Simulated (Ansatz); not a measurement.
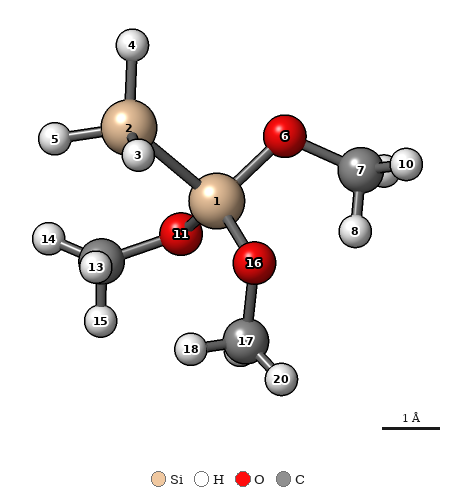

Fig. 1: The starting structure (ball-and-stick view, seen at a tilt; atoms are numbered from 1 in the order of the input).

**C3H12O3Si2: molecular dynamics (part 1 of 5)**

System: C3H12O3Si2.
Method: RHF/STO-3G (Ansatz 0.2.0).

It belongs to a series of runs on one base structure; here: dynamics from the last frame of an earlier run. Figures and captions count atoms from 1; the log counts them from 0 in places.

What the program printed
```
Engine: ansatz 0.2.0, aarch64-unknown-linux-gnu
Functional definition: HF
  exchange = exact_x
  correlation = 0
878 factors; integrals over basis functions are off by at most 1.7e-5 eV
mean field evaluation 1: about -24808.6056 eV, gradient 3.7e1 eV
mean field evaluation 2: about -24808.9196 eV, gradient 3.7e1 eV
mean field evaluation 4: about -24813.9677 eV, gradient 2.1e0 eV
mean field evaluation 8: about -24813.9900 eV, gradient 4.5e-2 eV
mean field -24813.98996426 eV, -911.8973116599 hartree, gradient 8.5e-5 eV, S^2 0.000000; 0 other end points of the search recorded, 0 dependent functions left out
the calculation of the forces begins
reference -24813.98996426 eV, -911.8973116599 hartree; 41, 41 occupied and 19, 19 virtual orbitals, 878 factors
md step     0: t =     0.00 fs  T =   700.0 K (target 700.0 K)  F+E_penalty+E_count = -24813.98996426 eV  E_kin = 1.628676 eV  conserved = -24812.36128827 eV  (24 SCF iters)
these checks for a lower state are left out or cut short: starts, cluster_reference, orbital_swaps, neighbouring_geometries, increment
878 factors; integrals over basis functions are off by at most 1.7e-5 eV
mean field evaluation 16: about -24814.0953 eV, gradient 1.0e-5 eV
mean field -24814.09525678 eV, -911.9011810889 hartree, gradient 1.0e-5 eV, S^2 0.000000; 0 other end points of the search recorded, 0 dependent functions left out
the calculation of the forces begins
reference -24814.09525678 eV, -911.9011810889 hartree; 41, 41 occupied and 19, 19 virtual orbitals, 878 factors
md step     1: t =     0.50 fs  T =   744.7 K (target 700.0 K)  F+E_penalty+E_count = -24814.09525678 eV  E_kin = 1.732726 eV  conserved = -24812.36253033 eV  (26 SCF iters)
[... from here on the SCF iterations and repeated set-up lines of each step are left out, up to the last step ...]
md step     2: t =     1.00 fs  T =   814.2 K (target 700.0 K)  F+E_penalty+E_count = -24814.25876834 eV  E_kin = 1.894321 eV  conserved = -24812.36444616 eV  (26 SCF iters)
md step     3: t =     1.50 fs  T =   896.0 K (target 700.0 K)  F+E_penalty+E_count = -24814.45069748 eV  E_kin = 2.084664 eV  conserved = -24812.36603013 eV  (26 SCF iters)
md step     4: t =     2.00 fs  T =   979.6 K (target 700.0 K)  F+E_penalty+E_count = -24814.64579729 eV  E_kin = 2.279137 eV  conserved = -24812.36665023 eV  (26 SCF iters)
md step     5: t =     2.50 fs  T =  1060.2 K (target 700.0 K)  F+E_penalty+E_count = -24814.83313024 eV  E_kin = 2.466668 eV  conserved = -24812.36643965 eV  (26 SCF iters)
md step     6: t =     3.00 fs  T =  1138.4 K (target 700.0 K)  F+E_penalty+E_count = -24815.01461252 eV  E_kin = 2.648598 eV  conserved = -24812.36597186 eV  (26 SCF iters)
md step     7: t =     3.50 fs  T =  1216.7 K (target 700.0 K)  F+E_penalty+E_count = -24815.19662013 eV  E_kin = 2.830795 eV  conserved = -24812.36575151 eV  (25 SCF iters)
md step     8: t =     4.00 fs  T =  1296.3 K (target 700.0 K)  F+E_penalty+E_count = -24815.38207613 eV  E_kin = 3.015977 eV  conserved = -24812.36597996 eV  (25 SCF iters)
md step     9: t =     4.50 fs  T =  1375.4 K (target 700.0 K)  F+E_penalty+E_count = -24815.56683706 eV  E_kin = 3.200036 eV  conserved = -24812.36661845 eV  (26 SCF iters)
md step    10: t =     5.00 fs  T =  1449.3 K (target 700.0 K)  F+E_penalty+E_count = -24815.73990991 eV  E_kin = 3.372101 eV  conserved = -24812.36754169 eV  (25 SCF iters)
md step    11: t =     5.50 fs  T =  1511.4 K (target 700.0 K)  F+E_penalty+E_count = -24815.88550273 eV  E_kin = 3.516589 eV  conserved = -24812.36853777 eV  (26 SCF iters)
md step    12: t =     6.00 fs  T =  1554.1 K (target 700.0 K)  F+E_penalty+E_count = -24815.98599404 eV  E_kin = 3.616008 eV  conserved = -24812.36947399 eV  (25 SCF iters)
md step    13: t =     6.50 fs  T =  1570.4 K (target 700.0 K)  F+E_penalty+E_count = -24816.02475868 eV  E_kin = 3.653892 eV  conserved = -24812.37019195 eV  (25 SCF iters)
md step    14: t =     7.00 fs  T =  1554.8 K (target 700.0 K)  F+E_penalty+E_count = -24815.98897623 eV  E_kin = 3.617611 eV  conserved = -24812.37050320 eV  (25 SCF iters)
md step    15: t =     7.50 fs  T =  1505.0 K (target 700.0 K)  F+E_penalty+E_count = -24815.87286430 eV  E_kin = 3.501639 eV  conserved = -24812.37015515 eV  (25 SCF iters)
md step    16: t =     8.00 fs  T =  1423.6 K (target 700.0 K)  F+E_penalty+E_count = -24815.68237686 eV  E_kin = 3.312291 eV  conserved = -24812.36879530 eV  (24 SCF iters)
md step    17: t =     8.50 fs  T =  1320.7 K (target 700.0 K)  F+E_penalty+E_count = -24815.44059689 eV  E_kin = 3.072811 eV  conserved = -24812.36627047 eV  (24 SCF iters)
md step    18: t =     9.00 fs  T =  1213.4 K (target 700.0 K)  F+E_penalty+E_count = -24815.18831527 eV  E_kin = 2.823246 eV  conserved = -24812.36333262 eV  (48 SCF iters)
md step    19: t =     9.50 fs  T =  1121.2 K (target 700.0 K)  F+E_penalty+E_count = -24814.97206728 eV  E_kin = 2.608724 eV  conserved = -24812.36138991 eV  (25 SCF iters)
md step    20: t =    10.00 fs  T =  1056.9 K (target 700.0 K)  F+E_penalty+E_count = -24814.82268849 eV  E_kin = 2.459059 eV  conserved = -24812.36146629 eV  (25 SCF iters)
md step    21: t =    10.50 fs  T =  1020.8 K (target 700.0 K)  F+E_penalty+E_count = -24814.74061222 eV  E_kin = 2.375171 eV  conserved = -24812.36307115 eV  (25 SCF iters)
md step    22: t =    11.00 fs  T =  1003.9 K (target 700.0 K)  F+E_penalty+E_count = -24814.70297192 eV  E_kin = 2.335735 eV  conserved = -24812.36465936 eV  (25 SCF iters)
md step    23: t =    11.50 fs  T =   996.3 K (target 700.0 K)  F+E_penalty+E_count = -24814.68607338 eV  E_kin = 2.318180 eV  conserved = -24812.36510389 eV  (26 SCF iters)
md step    24: t =    12.00 fs  T =   995.0 K (target 700.0 K)  F+E_penalty+E_count = -24814.68248845 eV  E_kin = 2.315028 eV  conserved = -24812.36445553 eV  (26 SCF iters)
md step    25: t =    12.50 fs  T =  1003.4 K (target 700.0 K)  F+E_penalty+E_count = -24814.70127093 eV  E_kin = 2.334559 eV  conserved = -24812.36348533 eV  (25 SCF iters)
md step    26: t =    13.00 fs  T =  1027.5 K (target 700.0 K)  F+E_penalty+E_count = -24814.75703703 eV  E_kin = 2.390695 eV  conserved = -24812.36288380 eV  (26 SCF iters)
md step    27: t =    13.50 fs  T =  1071.4 K (target 700.0 K)  F+E_penalty+E_count = -24814.85933238 eV  E_kin = 2.492704 eV  conserved = -24812.36292475 eV  (26 SCF iters)
md step    28: t =    14.00 fs  T =  1134.8 K (target 700.0 K)  F+E_penalty+E_count = -24815.00785190 eV  E_kin = 2.640338 eV  conserved = -24812.36354511 eV  (26 SCF iters)
md step    29: t =    14.50 fs  T =  1213.8 K (target 700.0 K)  F+E_penalty+E_count = -24815.19291356 eV  E_kin = 2.824156 eV  conserved = -24812.36449653 eV  (26 SCF iters)
md step    30: t =    15.00 fs  T =  1301.8 K (target 700.0 K)  F+E_penalty+E_count = -24815.39893621 eV  E_kin = 3.028842 eV  conserved = -24812.36550831 eV  (26 SCF iters)
md step    31: t =    15.50 fs  T =  1391.2 K (target 700.0 K)  F+E_penalty+E_count = -24815.60827791 eV  E_kin = 3.236806 eV  conserved = -24812.36652287 eV  (26 SCF iters)
md step    32: t =    16.00 fs  T =  1473.8 K (target 700.0 K)  F+E_penalty+E_count = -24815.80216826 eV  E_kin = 3.429037 eV  conserved = -24812.36777775 eV  (26 SCF iters)
md step    33: t =    16.50 fs  T =  1539.8 K (target 700.0 K)  F+E_penalty+E_count = -24815.95798952 eV  E_kin = 3.582712 eV  conserved = -24812.36947643 eV  (24 SCF iters)
md step    34: t =    17.00 fs  T =  1577.5 K (target 700.0 K)  F+E_penalty+E_count = -24816.04772771 eV  E_kin = 3.670222 eV  conserved = -24812.37121881 eV  (25 SCF iters)
md step    35: t =    17.50 fs  T =  1575.5 K (target 700.0 K)  F+E_penalty+E_count = -24816.04448734 eV  E_kin = 3.665620 eV  conserved = -24812.37206243 eV  (25 SCF iters)
md step    36: t =    18.00 fs  T =  1529.2 K (target 700.0 K)  F+E_penalty+E_count = -24815.93655475 eV  E_kin = 3.558020 eV  conserved = -24812.37119557 eV  (25 SCF iters)
md step    37: t =    18.50 fs  T =  1445.2 K (target 700.0 K)  F+E_penalty+E_count = -24815.73912105 eV  E_kin = 3.362580 eV  conserved = -24812.36866779 eV  (25 SCF iters)
md step    38: t =    19.00 fs  T =  1340.2 K (target 700.0 K)  F+E_penalty+E_count = -24815.49233923 eV  E_kin = 3.118255 eV  conserved = -24812.36569166 eV  (26 SCF iters)
md step    39: t =    19.50 fs  T =  1233.9 K (target 700.0 K)  F+E_penalty+E_count = -24815.24338654 eV  E_kin = 2.870858 eV  conserved = -24812.36364017 eV  (26 SCF iters)
md step    40: t =    20.00 fs  T =  1140.2 K (target 700.0 K)  F+E_penalty+E_count = -24815.02547086 eV  E_kin = 2.652995 eV  conserved = -24812.36311799 eV  (26 SCF iters)
md step    41: t =    20.50 fs  T =  1063.9 K (target 700.0 K)  F+E_penalty+E_count = -24814.84871815 eV  E_kin = 2.475273 eV  conserved = -24812.36364327 eV  (26 SCF iters)
md step    42: t =    21.00 fs  T =  1002.0 K (target 697.9 K)  F+E_penalty+E_count = -24814.70616625 eV  E_kin = 2.331425 eV  conserved = -24812.36451548 eV  (26 SCF iters)
md step    43: t =    21.50 fs  T =   949.1 K (target 693.7 K)  F+E_penalty+E_count = -24814.58415226 eV  E_kin = 2.208175 eV  conserved = -24812.36534613 eV  (26 SCF iters)
md step    44: t =    22.00 fs  T =   899.2 K (target 689.5 K)  F+E_penalty+E_count = -24814.46902994 eV  E_kin = 2.092054 eV  conserved = -24812.36595579 eV  (26 SCF iters)
md step    45: t =    22.50 fs  T =   848.1 K (target 685.3 K)  F+E_penalty+E_count = -24814.35074693 eV  E_kin = 1.973143 eV  conserved = -24812.36621321 eV  (26 SCF iters)
md step    46: t =    23.00 fs  T =   794.2 K (target 681.1 K)  F+E_penalty+E_count = -24814.22555193 eV  E_kin = 1.847881 eV  conserved = -24812.36592931 eV  (26 SCF iters)
md step    47: t =    23.50 fs  T =   739.7 K (target 676.9 K)  F+E_penalty+E_count = -24814.09815255 eV  E_kin = 1.720954 eV  conserved = -24812.36512684 eV  (26 SCF iters)
md step    48: t =    24.00 fs  T =   690.2 K (target 672.7 K)  F+E_penalty+E_count = -24813.98202410 eV  E_kin = 1.605826 eV  conserved = -24812.36381806 eV  (27 SCF iters)
md step    49: t =    24.50 fs  T =   655.2 K (target 668.5 K)  F+E_penalty+E_count = -24813.89913789 eV  E_kin = 1.524403 eV  conserved = -24812.36206424 eV  (27 SCF iters)
md step    50: t =    25.00 fs  T =   646.9 K (target 664.3 K)  F+E_penalty+E_count = -24813.87829425 eV  E_kin = 1.505099 eV  conserved = -24812.36024342 eV  (26 SCF iters)
md step    51: t =    25.50 fs  T =   677.3 K (target 660.1 K)  F+E_penalty+E_count = -24813.94830647 eV  E_kin = 1.575766 eV  conserved = -24812.35930306 eV  (26 SCF iters)
md step    52: t =    26.00 fs  T =   751.8 K (target 655.9 K)  F+E_penalty+E_count = -24814.12312267 eV  E_kin = 1.749200 eV  conserved = -24812.36037624 eV  (26 SCF iters)
md step    53: t =    26.50 fs  T =   863.0 K (target 651.7 K)  F+E_penalty+E_count = -24814.38542862 eV  E_kin = 2.007864 eV  conserved = -24812.36366692 eV  (26 SCF iters)
md step    54: t =    27.00 fs  T =   989.7 K (target 647.5 K)  F+E_penalty+E_count = -24814.68482888 eV  E_kin = 2.302781 eV  conserved = -24812.36774381 eV  (26 SCF iters)
md step    55: t =    27.50 fs  T =  1106.3 K (target 643.3 K)  F+E_penalty+E_count = -24814.95927072 eV  E_kin = 2.573994 eV  conserved = -24812.37050609 eV  (26 SCF iters)
md step    56: t =    28.00 fs  T =  1194.6 K (target 639.1 K)  F+E_penalty+E_count = -24815.16574214 eV  E_kin = 2.779515 eV  conserved = -24812.37093280 eV  (51 SCF iters)
md step    57: t =    28.50 fs  T =  1251.0 K (target 634.9 K)  F+E_penalty+E_count = -24815.29614120 eV  E_kin = 2.910690 eV  conserved = -24812.36958641 eV  (26 SCF iters)
md step    58: t =    29.00 fs  T =  1283.1 K (target 630.7 K)  F+E_penalty+E_count = -24815.36967752 eV  E_kin = 2.985397 eV  conserved = -24812.36780876 eV  (26 SCF iters)
md step    59: t =    29.50 fs  T =  1302.0 K (target 626.5 K)  F+E_penalty+E_count = -24815.41313386 eV  E_kin = 3.029442 eV  conserved = -24812.36658423 eV  (26 SCF iters)
md step    60: t =    30.00 fs  T =  1315.8 K (target 622.3 K)  F+E_penalty+E_count = -24815.44546264 eV  E_kin = 3.061475 eV  conserved = -24812.36621697 eV  (26 SCF iters)
md step    61: t =    30.50 fs  T =  1327.2 K (target 618.1 K)  F+E_penalty+E_count = -24815.47292438 eV  E_kin = 3.087986 eV  conserved = -24812.36647851 eV  (26 SCF iters)
md step    62: t =    31.00 fs  T =  1335.0 K (target 613.9 K)  F+E_penalty+E_count = -24815.49212790 eV  E_kin = 3.106024 eV  conserved = -24812.36693079 eV  (26 SCF iters)
md step    63: t =    31.50 fs  T =  1336.3 K (target 609.7 K)  F+E_penalty+E_count = -24815.49629475 eV  E_kin = 3.109103 eV  conserved = -24812.36728224 eV  (25 SCF iters)
md step    64: t =    32.00 fs  T =  1329.1 K (target 605.5 K)  F+E_penalty+E_count = -24815.48035128 eV  E_kin = 3.092280 eV  conserved = -24812.36740641 eV  (25 SCF iters)
md step    65: t =    32.50 fs  T =  1312.4 K (target 601.3 K)  F+E_penalty+E_count = -24815.44238247 eV  E_kin = 3.053463 eV  conserved = -24812.36748458 eV  (25 SCF iters)
md step    66: t =    33.00 fs  T =  1285.6 K (target 597.1 K)  F+E_penalty+E_count = -24815.38110854 eV  E_kin = 2.991155 eV  conserved = -24812.36774225 eV  (25 SCF iters)
md step    67: t =    33.50 fs  T =  1247.3 K (target 592.9 K)  F+E_penalty+E_count = -24815.29309186 eV  E_kin = 2.902027 eV  conserved = -24812.36807729 eV  (24 SCF iters)
md step    68: t =    34.00 fs  T =  1195.7 K (target 588.7 K)  F+E_penalty+E_count = -24815.17389016 eV  E_kin = 2.781985 eV  conserved = -24812.36815143 eV  (25 SCF iters)
md step    69: t =    34.50 fs  T =  1131.0 K (target 584.5 K)  F+E_penalty+E_count = -24815.02352562 eV  E_kin = 2.631540 eV  conserved = -24812.36748629 eV  (26 SCF iters)
md step    70: t =    35.00 fs  T =  1058.3 K (target 580.3 K)  F+E_penalty+E_count = -24814.85346485 eV  E_kin = 2.462313 eV  conserved = -24812.36593707 eV  (26 SCF iters)
md step    71: t =    35.50 fs  T =   987.9 K (target 576.1 K)  F+E_penalty+E_count = -24814.68846323 eV  E_kin = 2.298535 eV  conserved = -24812.36403444 eV  (26 SCF iters)
md step    72: t =    36.00 fs  T =   932.2 K (target 571.9 K)  F+E_penalty+E_count = -24814.55826396 eV  E_kin = 2.168889 eV  conserved = -24812.36283387 eV  (26 SCF iters)
md step    73: t =    36.50 fs  T =   899.3 K (target 567.7 K)  F+E_penalty+E_count = -24814.48241440 eV  E_kin = 2.092362 eV  conserved = -24812.36288733 eV  (26 SCF iters)
md step    74: t =    37.00 fs  T =   889.8 K (target 563.5 K)  F+E_penalty+E_count = -24814.46174953 eV  E_kin = 2.070221 eV  conserved = -24812.36374655 eV  (25 SCF iters)
md step    75: t =    37.50 fs  T =   899.3 K (target 559.3 K)  F+E_penalty+E_count = -24814.48503453 eV  E_kin = 2.092272 eV  conserved = -24812.36435587 eV  (26 SCF iters)
md step    76: t =    38.00 fs  T =   924.4 K (target 555.1 K)  F+E_penalty+E_count = -24814.54404975 eV  E_kin = 2.150871 eV  conserved = -24812.36412857 eV  (26 SCF iters)
md step    77: t =    38.50 fs  T =   966.6 K (target 550.9 K)  F+E_penalty+E_count = -24814.64216914 eV  E_kin = 2.249068 eV  conserved = -24812.36337613 eV  (26 SCF iters)
md step    78: t =    39.00 fs  T =  1029.8 K (target 546.7 K)  F+E_penalty+E_count = -24814.78963443 eV  E_kin = 2.396115 eV  conserved = -24812.36307017 eV  (25 SCF iters)
md step    79: t =    39.50 fs  T =  1114.8 K (target 542.5 K)  F+E_penalty+E_count = -24814.98909587 eV  E_kin = 2.593728 eV  conserved = -24812.36412933 eV  (25 SCF iters)
md step    80: t =    40.00 fs  T =  1213.6 K (target 538.3 K)  F+E_penalty+E_count = -24815.22242314 eV  E_kin = 2.823743 eV  conserved = -24812.36656783 eV  (25 SCF iters)
md step    81: t =    40.50 fs  T =  1310.7 K (target 534.1 K)  F+E_penalty+E_count = -24815.45173613 eV  E_kin = 3.049504 eV  conserved = -24812.36915202 eV  (25 SCF iters)
md step    82: t =    41.00 fs  T =  1389.4 K (target 529.9 K)  F+E_penalty+E_count = -24815.63725548 eV  E_kin = 3.232577 eV  conserved = -24812.37053723 eV  (26 SCF iters)
md step    83: t =    41.50 fs  T =  1440.4 K (target 525.7 K)  F+E_penalty+E_count = -24815.75687982 eV  E_kin = 3.351274 eV  conserved = -24812.37032285 eV  (26 SCF iters)
md step    84: t =    42.00 fs  T =  1464.3 K (target 521.5 K)  F+E_penalty+E_count = -24815.81243805 eV  E_kin = 3.406889 eV  conserved = -24812.36906194 eV  (26 SCF iters)
md step    85: t =    42.50 fs  T =  1468.4 K (target 517.3 K)  F+E_penalty+E_count = -24815.82189056 eV  E_kin = 3.416553 eV  conserved = -24812.36759932 eV  (25 SCF iters)
md step    86: t =    43.00 fs  T =  1461.8 K (target 513.1 K)  F+E_penalty+E_count = -24815.80668498 eV  E_kin = 3.401129 eV  conserved = -24812.36653209 eV  (26 SCF iters)
md step    87: t =    43.50 fs  T =  1451.0 K (target 508.9 K)  F+E_penalty+E_count = -24815.78239281 eV  E_kin = 3.376056 eV  conserved = -24812.36600008 eV  (26 SCF iters)
md step    88: t =    44.00 fs  T =  1438.9 K (target 504.7 K)  F+E_penalty+E_count = -24815.75562389 eV  E_kin = 3.347943 eV  conserved = -24812.36600635 eV  (26 SCF iters)
md step    89: t =    44.50 fs  T =  1425.0 K (target 500.5 K)  F+E_penalty+E_count = -24815.72484042 eV  E_kin = 3.315421 eV  conserved = -24812.36638517 eV  (26 SCF iters)
md step    90: t =    45.00 fs  T =  1405.9 K (target 496.3 K)  F+E_penalty+E_count = -24815.68252396 eV  E_kin = 3.270979 eV  conserved = -24812.36713137 eV  (26 SCF iters)
md step    91: t =    45.50 fs  T =  1376.1 K (target 492.1 K)  F+E_penalty+E_count = -24815.61582387 eV  E_kin = 3.201804 eV  conserved = -24812.36821841 eV  (26 SCF iters)
md step    92: t =    46.00 fs  T =  1328.5 K (target 487.9 K)  F+E_penalty+E_count = -24815.50760863 eV  E_kin = 3.090968 eV  conserved = -24812.36945708 eV  (26 SCF iters)
md step    93: t =    46.50 fs  T =  1256.0 K (target 483.7 K)  F+E_penalty+E_count = -24815.34092071 eV  E_kin = 2.922213 eV  conserved = -24812.37017515 eV  (26 SCF iters)
md step    94: t =    47.00 fs  T =  1155.8 K (target 479.5 K)  F+E_penalty+E_count = -24815.10859811 eV  E_kin = 2.689125 eV  conserved = -24812.36965610 eV  (26 SCF iters)
md step    95: t =    47.50 fs  T =  1033.9 K (target 475.3 K)  F+E_penalty+E_count = -24814.82400432 eV  E_kin = 2.405645 eV  conserved = -24812.36735622 eV  (26 SCF iters)
md step    96: t =    48.00 fs  T =   908.1 K (target 471.1 K)  F+E_penalty+E_count = -24814.52832714 eV  E_kin = 2.112874 eV  conserved = -24812.36338327 eV  (53 SCF iters)
md step    97: t =    48.50 fs  T =   805.6 K (target 466.9 K)  F+E_penalty+E_count = -24814.28661238 eV  E_kin = 1.874285 eV  conserved = -24812.35930516 eV  (26 SCF iters)
md step    98: t =    49.00 fs  T =   752.4 K (target 462.7 K)  F+E_penalty+E_count = -24814.16230776 eV  E_kin = 1.750599 eV  conserved = -24812.35781322 eV  (26 SCF iters)
md step    99: t =    49.50 fs  T =   757.7 K (target 458.5 K)  F+E_penalty+E_count = -24814.17780431 eV  E_kin = 1.762873 eV  conserved = -24812.36018229 eV  (26 SCF iters)
md step   100: t =    50.00 fs  T =   806.9 K (target 454.3 K)  F+E_penalty+E_count = -24814.29741881 eV  E_kin = 1.877306 eV  conserved = -24812.36447245 eV  (26 SCF iters)
md step   101: t =    50.50 fs  T =   872.9 K (target 450.1 K)  F+E_penalty+E_count = -24814.45529349 eV  E_kin = 2.030950 eV  conserved = -24812.36773842 eV  (26 SCF iters)
md step   102: t =    51.00 fs  T =   933.5 K (target 445.9 K)  F+E_penalty+E_count = -24814.59841946 eV  E_kin = 2.171964 eV  conserved = -24812.36880035 eV  (26 SCF iters)
md step   103: t =    51.50 fs  T =   979.5 K (target 441.7 K)  F+E_penalty+E_count = -24814.70598808 eV  E_kin = 2.278964 eV  conserved = -24812.36824374 eV  (26 SCF iters)
md step   104: t =    52.00 fs  T =  1012.5 K (target 437.5 K)  F+E_penalty+E_count = -24814.78278567 eV  E_kin = 2.355747 eV  conserved = -24812.36707108 eV  (26 SCF iters)
md step   105: t =    52.50 fs  T =  1039.5 K (target 433.3 K)  F+E_penalty+E_count = -24814.84547055 eV  E_kin = 2.418516 eV  conserved = -24812.36574572 eV  (26 SCF iters)
md step   106: t =    53.00 fs  T =  1069.2 K (target 429.1 K)  F+E_penalty+E_count = -24814.91452127 eV  E_kin = 2.487577 eV  conserved = -24812.36444084 eV  (26 SCF iters)
md step   107: t =    53.50 fs  T =  1110.4 K (target 424.9 K)  F+E_penalty+E_count = -24815.01079946 eV  E_kin = 2.583637 eV  conserved = -24812.36329906 eV  (26 SCF iters)
```
